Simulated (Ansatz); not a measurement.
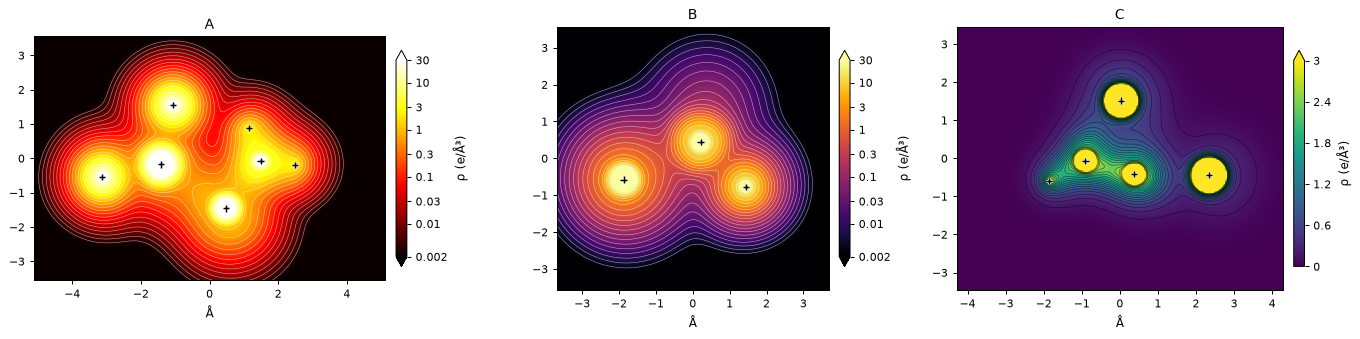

The total electron density of 3 systems, each on a plane through atoms (crosses mark nuclei in the plane).

These are results of isolated molecule in a Gaussian basis; Kohn-Sham density functional theory, functional PBE0 in Ansatz, not measurements.

System 1: Br$_{2}$F$_{2}$Ti, the plane of atoms Br2, Ti5 and F3. Geometry: PBE0-D4/def2-SVP.

```yaml
atoms:
  - { symbol: Br, position_ang: [-1.9149, -0.7731, -0.8805] }
  - { symbol: Br, position_ang: [0.4244, 2.1636, -0.3603] }
  - { symbol: F, position_ang: [0.0598, -0.3658, 1.7561] }
  - { symbol: F, position_ang: [1.3849, -1.0031, -0.6178] }
  - { symbol: Ti, position_ang: [0.0956, -0.0952, 0.0611] }
```

System 2: F$_{2}$GaH$_{2}$NP (SMILES N[P][Ga]([F])[F]) (doublet), the molecular plane. Geometry: B3LYP-D3(BJ)/def2-SVP.

```yaml
atoms:
  - { symbol: F, position_ang: [0.5540, 3.0952, 3.9014] }
  - { symbol: F, position_ang: [3.3151, 3.7411, 3.0895] }
  - { symbol: Ga, position_ang: [2.0362, 2.5445, 3.0936] }
  - { symbol: N, position_ang: [0.2494, 0.2665, 2.8478] }
  - { symbol: P, position_ang: [1.8519, 0.4082, 2.2800] }
  - { symbol: H, position_ang: [-0.2686, -0.5930, 2.6942] }
  - { symbol: H, position_ang: [-0.2526, 0.9985, 3.3474] }
```

System 3: C$_{2}$HAlSi (SMILES [Al][C]1=[Si]=C1), the molecular plane. Geometry: B3LYP/6-31G*.

```xyz
5

C     1.5505    0.4077   -1.6505
C     1.4994   -0.9162   -1.5088
Al    1.9754    2.2452   -2.1977
Si    2.7750   -0.6201   -2.7944
H     0.9245   -1.6039   -0.8928
```

Q: Match each panel to its system.

A: Panel A is system 2, F$_{2}$GaH$_{2}$NP: the plane holds F, Ga, N, P and H. P–N (1.71 Å): the density is about 1.3 e/Å³ at the midpoint. Panel B is system 1, Br$_{2}$F$_{2}$Ti: the plane holds Br, F and Ti. Ti–F (1.72 Å): ρ at the midpoint is about 1.2 e/Å³. Panel C is system 3, C$_{2}$HAlSi: the plane holds C, Al, Si and H. C–C (1.33 Å): the density is about 2.3 e/Å³ at the midpoint.
